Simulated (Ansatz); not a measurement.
## Molecular dynamics, with input and output: Si2H4ClO2F

The run: molecular dynamics of Si2H4ClO2F, SMILES O[Si](O)(F)[SiH2]Cl. Method and program: RKS BLYP/6-31G* (Ansatz 0.2.0).

The geometry comes from this level: PBE0-D4/def2-TZVP. Figures and captions count atoms from 1; the log counts them from 0 in places.

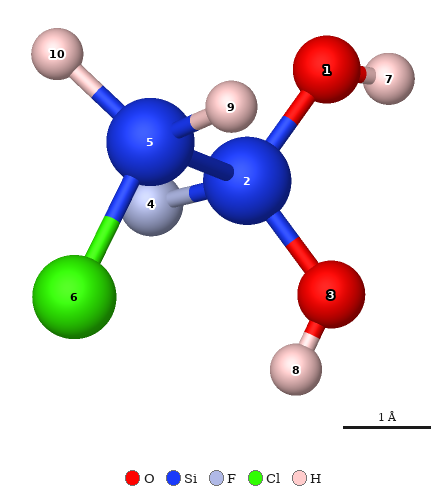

**Figure 1.** The starting structure (ball-and-stick view, seen at a tilt; atoms are numbered from 1 in the order of the input). Bond lengths as drawn: Cl–Si 2.07 Å, F–Si 1.60 Å, H–O 0.96 Å, H–Si 1.48 Å, O–Si 1.62 to 1.63 Å and Si–Si 2.33 Å.

Input:
```yaml
crystal:
  periodic: [false, false, false]
  atoms:
    - {symbol: O, position_ang: [1.618634, -1.131429, 0.546665]}
    - {symbol: Si, position_ang: [0.214260, -0.717714, -0.152643]}
    - {symbol: O, position_ang: [-0.987779, -1.516686, 0.608383]}
    - {symbol: F, position_ang: [0.193020, -1.142437, -1.692779]}
    - {symbol: Si, position_ang: [-0.016588, 1.603092, -0.054790]}
    - {symbol: Cl, position_ang: [-1.951940, 2.000716, -0.671083]}
    - {symbol: H, position_ang: [1.751314, -2.039121, 0.828358]}
    - {symbol: H, position_ang: [-1.864293, -1.501270, 0.219649]}
    - {symbol: H, position_ang: [0.133091, 2.119170, 1.327564]}
    - {symbol: H, position_ang: [0.910292, 2.325689, -0.959324]}
basis:
  gaussian: {orbitals: "6-31G*"}
hamiltonian: {xc: {name: BLYP}}
md: {timestep: 1 fs, n_steps: 30, ensemble: nvt_nose_hoover, temperature: 700, initial_velocities: maxwell_boltzmann, seed: 753}
```

Launch command:
```bash
ansatz run in.yaml --threads 4 --pin off --events-out ev --progress --plain --max-ram 10444MiB
```

Output:
```
Functional definition: BLYP
  name "BLYP"
  cite "Becke, Phys. Rev. A 38, 3098 (1988) doi:10.1103/PhysRevA.38.3098"
  cite "Lee, Yang & Parr, Phys. Rev. B 37, 785 (1988) doi:10.1103/PhysRevB.37.785"
  parameter beta = 0.0042
  parameter a = 0.04918
  parameter b = 0.132
  parameter c = 0.2533
  parameter d = 0.349
  exchange = b88_x(beta = beta)
  correlation = lyp_c(a = a, b = b, c = c, d = d)
1213 factors; their error is unknown
mean field evaluation 1: about -35144.7750 eV, gradient 8.3e1 eV
mean field evaluation 2: about -35098.5145 eV, gradient 1.7e2 eV
mean field evaluation 4: about -35155.9204 eV, gradient 1.4e1 eV
mean field evaluation 8: about -35156.2268 eV, gradient 2.2e-1 eV
mean field evaluation 16: about -35156.1356 eV, gradient 1.7e-4 eV
mean field -35156.13557324 eV, -1291.9641526321 hartree, gradient 6.0e-5 eV, S^2 0.000000; 0 other end points of the search recorded, 0 dependent functions left out
the calculation of the forces begins
reference -35156.13593698 eV, -1291.9641659991 hartree; 37, 37 occupied and 73, 73 virtual orbitals, 1213 factors
md step     0: t =     0.00 fs  T =   700.0 K  F+E_penalty+E_count = -35156.13557324 eV  E_kin = 0.723856 eV  conserved = -35155.41171725 eV  (28 SCF iters)
these checks for a lower state are left out or cut short: starts, cluster_reference, orbital_swaps, neighbouring_geometries, increment
1213 factors; their error is unknown
mean field -35156.05598024 eV, -1291.9612276431 hartree, gradient 7.5e-6 eV, S^2 0.000000; 0 other end points of the search recorded, 0 dependent functions left out
the calculation of the forces begins
reference -35156.05634392 eV, -1291.9612410080 hartree; 37, 37 occupied and 73, 73 virtual orbitals, 1213 factors
md step     1: t =     1.00 fs  T =   627.1 K  F+E_penalty+E_count = -35156.05598024 eV  E_kin = 0.648461 eV  conserved = -35155.40752119 eV  (29 SCF iters)
[... from here on the SCF iterations and repeated set-up lines of each step are left out, up to the last step ...]
md step     2: t =     2.00 fs  T =   499.7 K  F+E_penalty+E_count = -35155.91856651 eV  E_kin = 0.516709 eV  conserved = -35155.40187327 eV  (28 SCF iters)
md step     3: t =     3.00 fs  T =   398.6 K  F+E_penalty+E_count = -35155.81092997 eV  E_kin = 0.412150 eV  conserved = -35155.39883296 eV  (29 SCF iters)
md step     4: t =     4.00 fs  T =   367.9 K  F+E_penalty+E_count = -35155.77990888 eV  E_kin = 0.380468 eV  conserved = -35155.39955849 eV  (29 SCF iters)
md step     5: t =     5.00 fs  T =   398.6 K  F+E_penalty+E_count = -35155.81450078 eV  E_kin = 0.412164 eV  conserved = -35155.40255785 eV  (29 SCF iters)
md step     6: t =     6.00 fs  T =   448.2 K  F+E_penalty+E_count = -35155.86791847 eV  E_kin = 0.463474 eV  conserved = -35155.40481639 eV  (29 SCF iters)
md step     7: t =     7.00 fs  T =   477.3 K  F+E_penalty+E_count = -35155.89896488 eV  E_kin = 0.493571 eV  conserved = -35155.40596510 eV  (29 SCF iters)
md step     8: t =     8.00 fs  T =   462.4 K  F+E_penalty+E_count = -35155.88373925 eV  E_kin = 0.478174 eV  conserved = -35155.40637016 eV  (29 SCF iters)
md step     9: t =     9.00 fs  T =   398.5 K  F+E_penalty+E_count = -35155.81598863 eV  E_kin = 0.412068 eV  conserved = -35155.40497113 eV  (29 SCF iters)
md step    10: t =    10.00 fs  T =   311.5 K  F+E_penalty+E_count = -35155.72223041 eV  E_kin = 0.322158 eV  conserved = -35155.40135676 eV  (29 SCF iters)
md step    11: t =    11.00 fs  T =   253.7 K  F+E_penalty+E_count = -35155.65976576 eV  E_kin = 0.262297 eV  conserved = -35155.39897114 eV  (29 SCF iters)
md step    12: t =    12.00 fs  T =   261.5 K  F+E_penalty+E_count = -35155.66761887 eV  E_kin = 0.270450 eV  conserved = -35155.39890479 eV  (29 SCF iters)
md step    13: t =    13.00 fs  T =   336.4 K  F+E_penalty+E_count = -35155.74670618 eV  E_kin = 0.347904 eV  conserved = -35155.40084878 eV  (29 SCF iters)
md step    14: t =    14.00 fs  T =   446.9 K  F+E_penalty+E_count = -35155.86459488 eV  E_kin = 0.462144 eV  conserved = -35155.40494598 eV  (29 SCF iters)
md step    15: t =    15.00 fs  T =   534.4 K  F+E_penalty+E_count = -35155.95845543 eV  E_kin = 0.552575 eV  conserved = -35155.40897430 eV  (29 SCF iters)
md step    16: t =    16.00 fs  T =   542.4 K  F+E_penalty+E_count = -35155.96727067 eV  E_kin = 0.560935 eV  conserved = -35155.41011525 eV  (29 SCF iters)
md step    17: t =    17.00 fs  T =   459.7 K  F+E_penalty+E_count = -35155.87696517 eV  E_kin = 0.475374 eV  conserved = -35155.40603425 eV  (29 SCF iters)
md step    18: t =    18.00 fs  T =   347.2 K  F+E_penalty+E_count = -35155.75271416 eV  E_kin = 0.358996 eV  conserved = -35155.39872439 eV  (29 SCF iters)
md step    19: t =    19.00 fs  T =   302.6 K  F+E_penalty+E_count = -35155.70341296 eV  E_kin = 0.312917 eV  conserved = -35155.39598982 eV  (29 SCF iters)
md step    20: t =    20.00 fs  T =   360.9 K  F+E_penalty+E_count = -35155.76879183 eV  E_kin = 0.373238 eV  conserved = -35155.40158628 eV  (30 SCF iters)
md step    21: t =    21.00 fs  T =   452.4 K  F+E_penalty+E_count = -35155.86851610 eV  E_kin = 0.467780 eV  conserved = -35155.40746938 eV  (28 SCF iters)
md step    22: t =    22.00 fs  T =   494.6 K  F+E_penalty+E_count = -35155.91107567 eV  E_kin = 0.511415 eV  conserved = -35155.40724703 eV  (29 SCF iters)
md step    23: t =    23.00 fs  T =   475.9 K  F+E_penalty+E_count = -35155.88828760 eV  E_kin = 0.492084 eV  conserved = -35155.40469625 eV  (29 SCF iters)
md step    24: t =    24.00 fs  T =   424.1 K  F+E_penalty+E_count = -35155.83296197 eV  E_kin = 0.438521 eV  conserved = -35155.40380500 eV  (29 SCF iters)
md step    25: t =    25.00 fs  T =   355.5 K  F+E_penalty+E_count = -35155.76113237 eV  E_kin = 0.367619 eV  conserved = -35155.40366640 eV  (29 SCF iters)
md step    26: t =    26.00 fs  T =   280.9 K  F+E_penalty+E_count = -35155.68111809 eV  E_kin = 0.290501 eV  conserved = -35155.40144835 eV  (29 SCF iters)
md step    27: t =    27.00 fs  T =   235.9 K  F+E_penalty+E_count = -35155.63032349 eV  E_kin = 0.243958 eV  conserved = -35155.39777977 eV  (30 SCF iters)
md step    28: t =    28.00 fs  T =   269.4 K  F+E_penalty+E_count = -35155.66384533 eV  E_kin = 0.278626 eV  conserved = -35155.39724065 eV  (30 SCF iters)
md step    29: t =    29.00 fs  T =   383.9 K  F+E_penalty+E_count = -35155.78720814 eV  E_kin = 0.397012 eV  conserved = -35155.40304569 eV  (29 SCF iters)
these checks for a lower state are left out or cut short: starts, cluster_reference, orbital_swaps, neighbouring_geometries, increment
1213 factors; their error is unknown
mean field -35155.91355149 eV, -1291.9559934831 hartree, gradient 2.2e-5 eV, S^2 0.000000; 0 other end points of the search recorded, 0 dependent functions left out
the calculation of the forces begins
reference -35155.91392429 eV, -1291.9560071832 hartree; 37, 37 occupied and 73, 73 virtual orbitals, 1213 factors
1213 factors; their error is unknown
mean field evaluation 256: about -35156.0012 eV, gradient 5.5e-1 eV
mean field -35155.91355149 eV, -1291.9559934831 hartree, gradient 2.2e-5 eV, S^2 0.000000; 1 other end points of the search recorded, 0 dependent functions left out
the calculation of the forces begins
reference -35155.91392429 eV, -1291.9560071832 hartree; 37, 37 occupied and 73, 73 virtual orbitals, 1213 factors
md step    30: t =    30.00 fs  T =   500.3 K  F+E_penalty+E_count = -35155.91355149 eV  E_kin = 0.517342 eV  conserved = -35155.41022386 eV  (31 SCF iters)
```

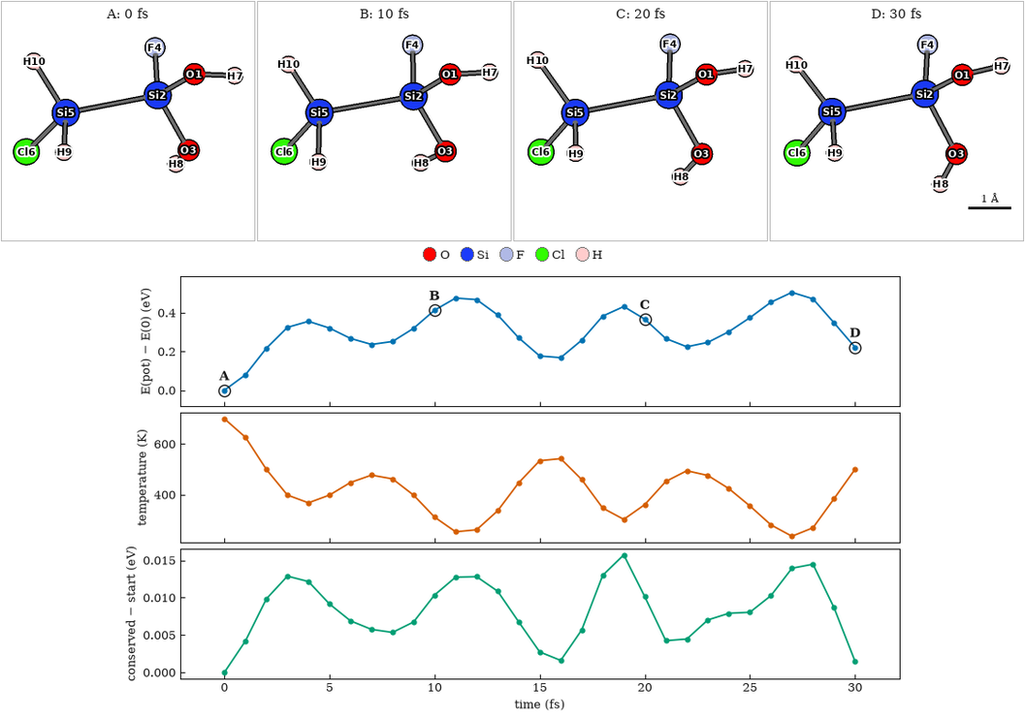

**Figure 2.** Frames of the molecular dynamics (ball-and-stick, seen at a tilt) above the curves, on which the letters mark them. The trajectory kept here has 31 frames over 30 fs. The temperature starts at 700 K, ranges from 236 to 700 K and averages 401 K over the second half. The potential energy ends 0.222 eV above its first value. The conserved quantity stays within 0.016 eV. After an unweighted best fit of the last frame on the first, the root-mean-square displacement is 0.19 Å, and H8 has moved furthest (0.40 Å).

```
Total energy: -35155.91392429 eV, -1291.9560071832 hartree
Atom 0 at     1.629109    -1.100634     0.578903 Å, force    -0.769505     0.829251    -0.456241 eV/Å
Atom 1 at     0.194065    -0.705161    -0.219709 Å, force    -0.809734    -0.176424     2.018656 eV/Å
Atom 2 at    -1.095378    -1.513448     0.623083 Å, force     1.024367     0.567715    -0.560207 eV/Å
Atom 3 at     0.242397    -1.242790    -1.737689 Å, force    -0.054529    -0.080912    -0.436611 eV/Å
Atom 4 at     0.066792     1.691174    -0.013659 Å, force    -1.057151    -1.076942     0.546612 eV/Å
Atom 5 at    -1.984449     1.947835    -0.659839 Å, force     0.439776     0.218704     0.252460 eV/Å
Atom 6 at     1.851192    -2.038567     0.599034 Å, force     0.172278    -0.781497     0.057883 eV/Å
Atom 7 at    -2.055967    -1.285176     0.672333 Å, force     0.750849     0.250592    -0.450877 eV/Å
Atom 8 at     0.224467     2.119392     1.444862 Å, force    -0.135624    -0.106846    -0.546928 eV/Å
Atom 9 at     0.904472     2.515894    -0.871376 Å, force     0.439273     0.356358    -0.424746 eV/Å
Dipole moment:     0.166725    -0.109034     0.176654 e Å
```

Trajectory as extended XYZ (Å, eV, eV/Å), 10 of the 31 frames kept, from step=0 to step=30:
```
10
Properties=species:S:1:pos:R:3:forces:R:3 step=0 time_fs=0.0 energy=-35156.13557 temperature=700.0
O     1.6186   -1.1314    0.5467    0.9439   0.6534   0.2885
Si    0.2143   -0.7177   -0.1526   -0.0957   0.8754   0.0265
O    -0.9878   -1.5167    0.6084   -0.0601  -0.5759   0.9834
F     0.1930   -1.1424   -1.6928   -0.0050  -0.2974  -1.2001
Si   -0.0166    1.6031   -0.0548    0.5471  -0.2682   0.1710
Cl   -1.9519    2.0007   -0.6711   -0.7737   0.2313  -0.2376
H     1.7513   -2.0391    0.8284    0.0850  -0.8648   0.2525
H    -1.8643   -1.5013    0.2196   -0.8220   0.0150  -0.3686
H     0.1331    2.1192    1.3276    0.0342   0.0990   0.1934
H     0.9103    2.3257   -0.9593    0.1464   0.1323  -0.1091
10
Properties=species:S:1:pos:R:3:forces:R:3 step=3 time_fs=3.0 energy=-35155.81093 temperature=398.6
O     1.6117   -1.1260    0.5462    1.0120   0.3649   0.4296
Si    0.2012   -0.7203   -0.1458    0.7401   1.1910  -1.1540
O    -0.9810   -1.5184    0.6125   -2.2474  -0.6103   0.3137
F     0.2009   -1.1578   -1.7108   -0.0749  -0.0609  -0.3120
Si   -0.0258    1.6209   -0.0534    1.8606  -0.6779  -3.1854
Cl   -1.9390    1.9906   -0.6631   -1.2908   0.3584  -0.4795
H     1.7525   -2.0489    0.7924    0.0733  -0.5916   0.1536
H    -1.8672   -1.3827    0.1706    0.6199  -0.2661   0.5225
H     0.0585    2.0800    1.2312    0.3101   1.0594   2.7693
H     1.0074    2.4179   -1.0048   -1.0029  -0.7669   0.9421
10
Properties=species:S:1:pos:R:3:forces:R:3 step=7 time_fs=7.0 energy=-35155.89897 temperature=477.3
O     1.6113   -1.1184    0.5498    1.0380  -1.2298   0.6802
Si    0.1875   -0.7184   -0.1424    1.4627   0.8647  -1.7514
O    -0.9893   -1.5256    0.6209   -1.3420  -0.4357   0.4124
F     0.2108   -1.1784   -1.7366   -0.1700   0.2328   0.6335
Si   -0.0290    1.6422   -0.0632    2.1952   0.0758   0.6164
Cl   -1.9269    1.9786   -0.6545   -1.7947   0.4759  -0.7479
H     1.7554   -2.0935    0.7546   -0.1947   1.1218  -0.2404
H    -1.8151   -1.2624    0.1669   -0.5833  -0.3236   0.2478
H    -0.0044    2.1369    1.3854    0.2361  -0.1573  -0.5428
H     1.0099    2.4442   -0.9479   -0.8472  -0.6247   0.6921
10
Properties=species:S:1:pos:R:3:forces:R:3 step=10 time_fs=10.0 energy=-35155.72223 temperature=311.5
O     1.6174   -1.1188    0.5565    0.1179   1.5852  -0.1047
Si    0.1823   -0.7136   -0.1459    1.5156   0.4183  -1.5757
O    -1.0052   -1.5337    0.6295   -0.5247  -0.1106   0.1665
F     0.2174   -1.1929   -1.7531   -0.1906   0.3794   1.0744
Si   -0.0239    1.6578   -0.0701    0.6816  -0.8496   3.2564
Cl   -1.9228    1.9708   -0.6500   -1.9135   0.5151  -0.8323
H     1.7429   -2.0447    0.7073    0.3033  -1.6740   0.3243
H    -1.8116   -1.2051    0.1969   -0.9578  -0.2521   0.1360
H    -0.0267    2.1813    1.4948    0.2610  -0.6155  -1.7680
H     0.9313    2.4047   -0.8381    0.7073   0.6038  -0.6769
10
Properties=species:S:1:pos:R:3:forces:R:3 step=13 time_fs=13.0 energy=-35155.74671 temperature=336.4
O     1.6247   -1.1135    0.5633    0.1173  -0.5638   0.0740
Si    0.1816   -0.7077   -0.1543    1.0568  -0.1485  -1.2239
O    -1.0247   -1.5421    0.6386   -1.1624   0.8021  -0.7428
F     0.2231   -1.2056   -1.7647   -0.1932   0.4663   1.2846
Si   -0.0166    1.6708   -0.0674   -0.2046  -1.6165   3.5507
Cl   -1.9233    1.9644   -0.6476   -1.8344   0.5083  -0.8239
H     1.7488   -2.0923    0.6792   -0.0200   0.5591  -0.0206
H    -1.8765   -1.1742    0.2436    0.4988  -0.6986   0.6564
H    -0.0267    2.1759    1.4612    0.2550  -0.5300  -1.4123
H     0.9104    2.4148   -0.7833    1.4868   1.2217  -1.3421
10
Properties=species:S:1:pos:R:3:forces:R:3 step=17 time_fs=17.0 energy=-35155.87697 temperature=459.7
O     1.6350   -1.1105    0.5726   -0.3918  -0.3350  -0.2212
Si    0.1854   -0.7006   -0.1711    0.3392  -0.7033  -0.5235
O    -1.0579   -1.5471    0.6453    1.1783   0.5932  -0.4773
F     0.2294   -1.2193   -1.7711   -0.1687   0.4802   1.2992
Si   -0.0060    1.6815   -0.0501    1.6607  -0.8440  -1.8163
Cl   -1.9308    1.9576   -0.6474   -1.4477   0.4569  -0.6523
H     1.7557   -2.0904    0.6427    0.0347   0.3698   0.0484
H    -1.9255   -1.2109    0.3762   -0.6562   0.0566  -0.1091
H     0.0064    2.1138    1.2764    0.2077   0.6048   2.0724
H     1.0276    2.5468   -0.8482   -0.7562  -0.6791   0.3796
10
Properties=species:S:1:pos:R:3:forces:R:3 step=20 time_fs=20.0 energy=-35155.76879 temperature=360.9
O     1.6406   -1.1104    0.5784   -0.9678   1.6018  -0.5100
Si    0.1898   -0.6977   -0.1858   -0.1899  -0.8202   0.1293
O    -1.0780   -1.5466    0.6467    1.1205   0.8352  -0.6966
F     0.2332   -1.2270   -1.7691   -0.1262   0.4159   1.0862
Si    0.0071    1.6862   -0.0408    1.6584  -0.4211  -2.3575
Cl   -1.9407    1.9539   -0.6492   -0.9739   0.4093  -0.4297
H     1.7640   -2.0517    0.6182    0.3421  -1.5832   0.1803
H    -1.9974   -1.2474    0.4787    0.1590   0.0418  -0.1482
H     0.0527    2.1097    1.2904    0.1645   0.5928   1.9929
H     1.0667    2.6008   -0.8795   -1.1868  -1.0722   0.7532
10
Properties=species:S:1:pos:R:3:forces:R:3 step=23 time_fs=23.0 energy=-35155.88829 temperature=475.9
O     1.6414   -1.1043    0.5816   -0.5639  -1.1559  -0.4448
Si    0.1936   -0.6972   -0.2001   -0.6150  -0.8497   0.8513
O    -1.0921   -1.5416    0.6445    0.6047   0.9985  -0.7811
F     0.2364   -1.2329   -1.7621   -0.0991   0.2975   0.6769
Si    0.0251    1.6898   -0.0380    0.7773   0.0215   0.8088
Cl   -1.9530    1.9511   -0.6521   -0.4634   0.3554  -0.2084
H     1.7946   -2.1052    0.6069   -0.1515   1.2443   0.0347
H    -2.0559   -1.2798    0.5672    1.1457  -0.0153  -0.2451
H     0.1120    2.1506    1.4566   -0.0354  -0.3390  -1.0094
H     1.0096    2.5678   -0.8508   -0.5993  -0.5573   0.3170
10
Properties=species:S:1:pos:R:3:forces:R:3 step=27 time_fs=27.0 energy=-35155.63032 temperature=235.9
O     1.6374   -1.1033    0.5820   -0.9026   0.6865  -0.5535
Si    0.1956   -0.7006   -0.2147   -0.8725  -0.5411   1.7737
O    -1.1025   -1.5273    0.6350    2.8720   0.3896  -0.7658
F     0.2400   -1.2388   -1.7484   -0.0678   0.0647   0.0137
Si    0.0516    1.6933   -0.0295   -1.7159  -1.6488   3.0622
Cl   -1.9711    1.9488   -0.6566    0.1330   0.2756   0.0611
H     1.8215   -2.0534    0.5984    0.1602  -0.6287   0.0832
H    -2.0326   -1.3111    0.6496   -0.8734   0.6117  -0.3925
H     0.1855    2.1625    1.5493   -0.1795  -0.5499  -1.8522
H     0.8883    2.4817   -0.7998    1.4465   1.3405  -1.4300
10
Properties=species:S:1:pos:R:3:forces:R:3 step=30 time_fs=30.0 energy=-35155.91355 temperature=500.3
O     1.6291   -1.1006    0.5789   -0.7695   0.8293  -0.4562
Si    0.1941   -0.7052   -0.2197   -0.8097  -0.1764   2.0187
O    -1.0954   -1.5134    0.6231    1.0244   0.5677  -0.5602
F     0.2424   -1.2428   -1.7377   -0.0545  -0.0809  -0.4366
Si    0.0668    1.6912   -0.0137   -1.0572  -1.0769   0.5466
Cl   -1.9844    1.9478   -0.6598    0.4398   0.2187   0.2525
H     1.8512   -2.0386    0.5990    0.1723  -0.7815   0.0579
H    -2.0560   -1.2852    0.6723    0.7508   0.2506  -0.4509
H     0.2245    2.1194    1.4449   -0.1356  -0.1068  -0.5469
H     0.9045    2.5159   -0.8714    0.4393   0.3564  -0.4247
```

Summary:

| quantity | value |
| --- | --- |
| outcome | finished |
| mean temperature over the second half | 401 K |
| trajectory | 30 steps, 30 fs |
| ensemble | nvt_nose_hoover |
| temperature in the input | 700 K |
| time step | 1 fs |
| potential energy (last step) | −35155.9139 eV |
| SCF solution under orbital rotations (last step) | stable |
| largest force (length of the vector) (last step) | 2.182 eV/Å |
| dipole moment (last step) | 1.28 D |
| hardware | 4 threads of Arm Neoverse V2, 23 GiB of memory available, shared host |
| wall time | 38 s (CPU time 2.4 min) |
| peak memory | 0.16 GiB |

Notes:

So short a trajectory is not equilibrated. The temperature stays far from the 700 K of the thermostat over the second half: the run isn't equilibrated.
